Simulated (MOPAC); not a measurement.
SnH2Br2: property calculation

System: SnH2Br2.
Method: PM6-D3H4, closed shell, dispersion D3H4 (MOPAC 23.2.5).

The geometry comes from this level: GFN2-xTB.

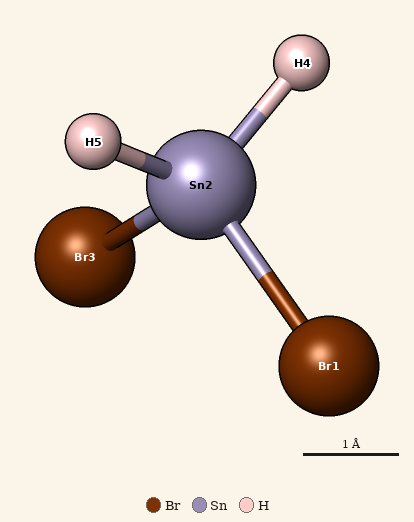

Fig. 1: The input geometry (ball-and-stick view, seen at a tilt; atoms are numbered from 1 in the order of the input). Sticks mark near contacts.

Input (input.mop)
```
localize 1scf pl damp=0.5 disp itry=100 pm6-d3h4 aux(precision=6) t=10m threads=1
Br2H2Sn

Br    -2.137320     0.501990    -0.879460
Sn     0.071650     0.089810     0.167590
Br     1.250680    -1.613470    -1.194190
H     -0.165610    -0.526190     1.753950
H      0.980590     1.547870     0.152110
```

Run on 1 thread of AMD EPYC (Zen 3), 64 GiB of memory available, shared host.

Launch command:
```bash
mopac input.mop
```

Log
```
MOPAC v23.2.5
PM6-D3H4 CALCULATION RESULTS

 *  PM6-D3H4   - CORRECT DISPERSION AND HYDROGEN BOND TERMS USING THE D3H4 METHOD
 *  1SCF       - DO 1 SCF AND THEN STOP
 *  THREADS=1  - MULTI-THREADING NOT USED
 *  ITRY=      - DO A MAXIMUM OF   100 ITERATIONS FOR SCF
 *  DAMP=      - DAMP SCF OSCILLATIONS USING DAMP=  0.50
 *  AUX        - OUTPUT AUXILIARY INFORMATION
 *  DISP       - PRINT DISPERSION AND HYDROGEN BOND ENERGIES
 *  LOCALIZE   - LOCALIZED ORBITALS TO BE PRINTED
 *  PL         - MONITOR CONVERGENCE IN DENSITY MATRIX
localize 1scf pl damp=0.5 disp itry=100 pm6-d3h4 aux(precision=6) t=10m threads=1
 Br2H2Sn

   ATOM   CHEMICAL          X               Y               Z
  NUMBER   SYMBOL      (ANGSTROMS)     (ANGSTROMS)     (ANGSTROMS)

     1      Br         -2.13732000  *   0.50199000  *  -0.87946000  *
     2      Sn          0.07165000  *   0.08981000  *   0.16759000  *
     3      Br          1.25068000  *  -1.61347000  *  -1.19419000  *
     4       H         -0.16561000  *  -0.52619000  *   1.75395000  *
     5       H          0.98059000  *   1.54787000  *   0.15211000  *

          CARTESIAN COORDINATES

    NO.       ATOM           X           Y           Z

     1        Br         -2.1373      0.5020     -0.8795
     2        Sn          0.0717      0.0898      0.1676
     3        Br          1.2507     -1.6135     -1.1942
     4         H         -0.1656     -0.5262      1.7540
     5         H          0.9806      1.5479      0.1521

           Empirical Formula: H2 Br2 Sn  =     5 atoms

      MOLECULAR POINT GROUP   :   C2v

      RHF CALCULATION, NO. OF DOUBLY OCCUPIED LEVELS = 10

 ITERATION   1 PLS= 0.100E+01 0.000E+00 ENERGY     1265.083728 DELTAE 1165.0837279
 ITERATION   2 PLS= 0.111E+01 0.000E+00 ENERGY       20.280536 DELTAE-1244.8031921
 ITERATION   3 PLS= 0.894E-01 0.000E+00 ENERGY       -1.084302 DELTAE  -21.3648379
 ITERATION   4 PLS= 0.578E-01 0.000E+00 ENERGY      -47.430093 DELTAE  -46.3457905
 ITERATION   5 PLS= 0.126E-01 0.000E+00 ENERGY      -17.036439 DELTAE   30.3936539
 ITERATION   6 PLS= 0.142E-01 0.000E+00 ENERGY      -17.576480 DELTAE   -0.5400413
 ITERATION   7 PLS= 0.700E-02 0.000E+00 ENERGY      -17.867698 DELTAE   -0.2912184
 ITERATION   8 PLS= 0.146E-02 0.000E+00 ENERGY      -17.704539 DELTAE    0.1631598
 ITERATION   9 PLS= 0.515E-03 0.000E+00 ENERGY      -17.705554 DELTAE   -0.0010157
 ITERATION  10 PLS= 0.179E-03 0.000E+00 ENERGY      -17.705847 DELTAE   -0.0002924
 ITERATION  11 PLS= 0.170E-04 0.000E+00 ENERGY      -17.705743 DELTAE    0.0001037

 -------------------------------------------------------------------------------
 localize 1scf pl damp=0.5 disp itry=100 pm6-d3h4 aux(precision=6) t=10m threads=1
 Br2H2Sn

     1SCF WAS SPECIFIED, SO BFGS WAS NOT USED
     SCF FIELD WAS ACHIEVED

                              PM6-D3H4 CALCULATION

          FINAL HEAT OF FORMATION =        -17.70574 KCAL/MOL =     -74.08083 KJ/MOL

          TOTAL ENERGY            =     -12878.55663 KCAL/MOL = ELECTRONIC ENERGY + CORE-CORE REPULSION
          ENERGY OF ATOMS         =      12861.41769 KCAL/MOL
                              SUM =        -17.13894 KCAL/MOL
          DISPERSION ENERGY       =         -0.57591 KCAL/MOL
          H - H CORRECTION ENERGY =          0.00911 KCAL/MOL
                              SUM =        -17.70574 KCAL/MOL = FINAL HEAT OF FORMATION

          TOTAL ENERGY            =       -558.46707 EV
          ELECTRONIC ENERGY       =      -1158.25317 EV
          CORE-CORE REPULSION     =        599.78609 EV
          COSMO AREA              =        133.53 SQUARE ANGSTROMS
          COSMO VOLUME            =        126.79 CUBIC ANGSTROMS

          IONIZATION POTENTIAL    =         10.598343 EV
          HOMO LUMO ENERGIES (EV) =        -10.598 -1.489
          NO. OF FILLED LEVELS    =         10
          MOLECULAR WEIGHT        =        280.5138         POINT GROUP:  C2v

          MOLECULAR DIMENSIONS (Angstroms)

            Atom       Atom       Distance
           Br     3   Br     1     4.00659
            H     4    H     5     2.86031
            H     4   Br     1     2.41267

          SCF CALCULATIONS        =          1

          WALL-CLOCK TIME         =      0.039 SECONDS
          COMPUTATION TIME        =      0.024 SECONDS

   ATOM   CHEMICAL          X               Y               Z
  NUMBER   SYMBOL      (ANGSTROMS)     (ANGSTROMS)     (ANGSTROMS)

     1      Br         -2.13732000  *   0.50199000  *  -0.87946000  *
     2      Sn          0.07165000  *   0.08981000  *   0.16759000  *
     3      Br          1.25068000  *  -1.61347000  *  -1.19419000  *
     4       H         -0.16561000  *  -0.52619000  *   1.75395000  *
     5       H          0.98059000  *   1.54787000  *   0.15211000  *

                             CARTESIAN COORDINATES

   1   Br       -2.137320000     0.501990000    -0.879460000
   2   Sn        0.071650000     0.089810000     0.167590000
   3   Br        1.250680000    -1.613470000    -1.194190000
   4    H       -0.165610000    -0.526190000     1.753950000
   5    H        0.980590000     1.547870000     0.152110000

           Empirical Formula: H2 Br2 Sn  =     5 atoms

      MOLECULAR POINT GROUP   :   C2v

                  EIGENVALUES
 -27.55557 -27.52300 -18.87949 -13.31984 -12.98756 -12.85221 -10.99596 -10.86377
 -10.75653 -10.59834  -1.48878  -0.16459   1.90034   2.68693 113.40745 113.81312
 113.92138 114.82354 114.83094 114.96132 115.00034 115.54255 115.74090 116.03135

              NET ATOMIC CHARGES AND DIPOLE CONTRIBUTIONS

  ATOM NO.   TYPE          CHARGE      No. of ELECS.   s-Pop       p-Pop       d-Pop
    1         Br          -0.328727        7.3287     1.98842     5.33726     0.00304
    2         Sn           0.650094        3.3499     1.28289     2.06701
    3         Br          -0.328722        7.3287     1.98842     5.33726     0.00304
    4          H           0.003678        0.9963     0.99632
    5          H           0.003677        0.9963     0.99632
 DIPOLE           X         Y         Z       TOTAL
 POINT-CHG.     1.638     2.053     3.831     4.645
 HYBRID        -0.378    -0.474    -0.885     1.073
 SUM            1.260     1.579     2.946     3.572

          ATOMIC ORBITAL ELECTRON POPULATIONS

     Atom    s        px        py        pz      x^2-y^2     xz        z^2       yz        xy
    1 Br   1.98842   1.48997   1.96235   1.88494   0.00092   0.00098   0.00038   0.00015   0.00061
    2 Sn   1.28289   0.60685   0.73436   0.72580
    3 Br   1.98842   1.82632   1.69908   1.81186   0.00049   0.00052   0.00042   0.00086   0.00075
    4  H   0.99632
    5  H   0.99632

          NUMBER OF ITERATIONS =   8
          LOCALIZATION VALUE =   8.031185041

 NUMBER OF CENTERS  LMO ENERGY     COMPOSITION OF ORBITALS
                                   (AS PERCENT OF THE LMO)

  1    1.0011        -26.73403   BR 1 99.95
  2    1.0011        -26.73403   BR 3 99.95
  3    2.0199        -14.78862   SN 2 51.31   H  4 48.14
  4    2.0199        -14.78846   SN 2 51.31   H  5 48.14
  5    1.8044        -14.45345   BR 3 67.58   SN 2 31.22
  6    1.8044        -14.45337   BR 1 67.58   SN 2 31.22
  7    1.0235        -11.10799   BR 3 98.84
  8    1.0235        -11.10796   BR 1 98.84
  9    1.0097        -11.08219   BR 3 99.52
 10    1.0097        -11.08216   BR 1 99.52

                     LOCALIZED ORBITALS

    ROOT NO.    1           2           3           4           5           6

           -26.73403   -26.73403   -14.78862   -14.78846   -14.45345   -14.45337

  S Br   1   0.99122     0.00094    -0.00256    -0.00256    -0.00281     0.10781
 PX Br   1  -0.11720     0.00710    -0.01897    -0.01811    -0.03638     0.73137
 PY Br   1   0.02597    -0.00121     0.00323     0.00479     0.01430    -0.15393
 PZ Br   1  -0.05024     0.00351    -0.00747    -0.00867    -0.00751     0.32407
 X2 Br   1  -0.00116     0.00002     0.00251     0.01313     0.00622     0.01506
 XZ Br   1  -0.00104    -0.00042     0.01455     0.00724    -0.00201     0.01420
 Z2 Br   1   0.00049    -0.00033     0.00511    -0.00556    -0.00852    -0.00574
 YZ Br   1   0.00022     0.00021    -0.00586     0.00384    -0.00217    -0.00284
 XY Br   1   0.00056    -0.00063    -0.00668     0.00727    -0.01079    -0.00644

  S Sn   2  -0.01234    -0.01234     0.48906     0.48906     0.28485     0.28485
 PX Sn   2  -0.01001     0.00944    -0.09830     0.27191     0.19251    -0.41692
 PY Sn   2   0.00572    -0.00643    -0.22613     0.44377    -0.33092     0.04960
 PZ Sn   2   0.00024    -0.00157     0.46170    -0.05568    -0.29072    -0.23411

  S Br   3   0.00094     0.99122    -0.00256    -0.00256     0.10781    -0.00281
 PX Br   3  -0.00367     0.06692     0.01005     0.01092    -0.40896     0.02742
 PY Br   3   0.00551    -0.08899    -0.01489    -0.01333     0.55810    -0.02553
 PZ Br   3   0.00451    -0.06735    -0.01016    -0.01137     0.43001    -0.01344
 X2 Br   3   0.00050     0.00029     0.00306    -0.01296    -0.00438     0.00418
 XZ Br   3   0.00018     0.00079    -0.01085     0.00047    -0.01030    -0.00457
 Z2 Br   3  -0.00043     0.00018     0.00921    -0.00427    -0.00164    -0.00809
 YZ Br   3  -0.00022    -0.00106     0.00984     0.01072     0.01436    -0.00038
 XY Br   3  -0.00046     0.00107    -0.00377    -0.00465    -0.01330    -0.01151

  S  H   4   0.00996     0.00996     0.69382    -0.06293    -0.07137    -0.07137

  S  H   5   0.00996     0.00996    -0.06293     0.69382    -0.07137    -0.07137

    ROOT NO.    7           8           9          10

           -11.10799   -11.10796   -11.08219   -11.08216

  S Br   1   0.00642    -0.00312    -0.00000    -0.00000
 PX Br   1   0.04094    -0.18107    -0.00097     0.39977
 PY Br   1  -0.00858     0.65823    -0.00176     0.72334
 PZ Br   1   0.01819     0.72271     0.00136    -0.55864
 X2 Br   1  -0.00191    -0.00065     0.00180     0.00278
 XZ Br   1   0.00036     0.00392    -0.00126    -0.00192
 Z2 Br   1   0.00227     0.00390    -0.00008    -0.00286
 YZ Br   1  -0.00080     0.00168     0.00074     0.00257
 XY Br   1   0.00394     0.00436     0.00118     0.00370

  S Sn   2  -0.01591    -0.01591     0.00000     0.00000
 PX Sn   2   0.08126    -0.03608     0.02062     0.02062
 PY Sn   2  -0.00831     0.06495     0.03731     0.03731
 PZ Sn   2   0.04738     0.05828    -0.02881    -0.02881

  S Br   3  -0.00312     0.00642     0.00000    -0.00000
 PX Br   3   0.76167    -0.02285     0.39973    -0.00097
 PY Br   3   0.06961     0.03125     0.72335    -0.00176
 PZ Br   3   0.63511     0.02412    -0.55866     0.00136
 X2 Br   3  -0.00264    -0.00201    -0.00423    -0.00192
 XZ Br   3   0.00142     0.00024     0.00299     0.00135
 Z2 Br   3   0.00431     0.00229    -0.00360    -0.00047
 YZ Br   3   0.00344    -0.00072     0.00026    -0.00049
 XY Br   3   0.00366     0.00391    -0.00020    -0.00089

  S  H   4  -0.01146    -0.01146     0.03296     0.03296

  S  H   5  -0.01146    -0.01146    -0.03296    -0.03296

          BONDING CONTRIBUTION OF EACH M.O.

  0.0033  0.0033  1.9124  1.9124  1.6957  1.6957  0.0746  0.0746  0.0296  0.0296
 -2.1647 -1.5340 -1.8533 -1.8612 -0.0031 -0.0051 -0.0022 -0.0003 -0.0005 -0.0008
 -0.0017 -0.0024 -0.0003 -0.0012

 *                    *
 * JOB ENDED NORMALLY *
 *                    *

 TOTAL JOB TIME:             0.05 SECONDS

 == MOPAC DONE ==
```

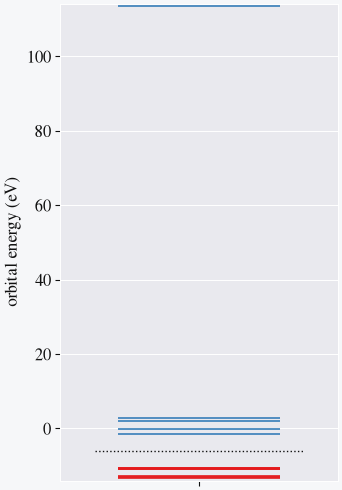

Fig. 2: Orbital energies near the frontier; the dotted line parts filled from empty levels, and levels within 0.02 eV of each other stand side by side. Highest filled −10.60 eV, lowest empty −1.49 eV, 9.11 eV apart.

Results in brief

| quantity | value |
| --- | --- |
| outcome | converged |
| total energy | −20.523286 hartree |
| dispersion energy | −0.000918 hartree |
| heat of formation | −17.71 kcal/mol |
| basis functions | 24 |
| HOMO | −10.60 eV |
| LUMO | −1.49 eV |
| dipole moment | 3.57 D |
| peak memory | 0.07 GiB |

MOPAC's energies along a path are heats of formation.
